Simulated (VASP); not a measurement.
Band structure of NaCl (rock salt). Level of theory: optB88-vdW, VASP's PBE PAW potentials (set 64) (plane waves; VASP).

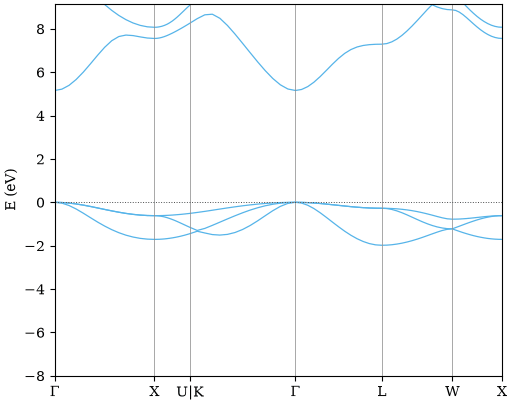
Figure. Bands along high-symmetry lines, zero at the valence-band maximum or, without a gap, the Fermi level

**Question.** Read the plot: is there a gap, and where are the band edges?

**Answer.** The gap is direct, 5.16 eV, from the valence maximum at Γ to the conduction minimum at Γ. (Edges off the drawn lines would not show.)

Measured: gap 8.97 eV (computed value off by -3.81 eV), as given by Wei Chen et al., Physical Review Materials (2018), doi:10.1103/physrevmaterials.2.073803.

The compound is NaCl in the rock salt structure. It was relaxed first.
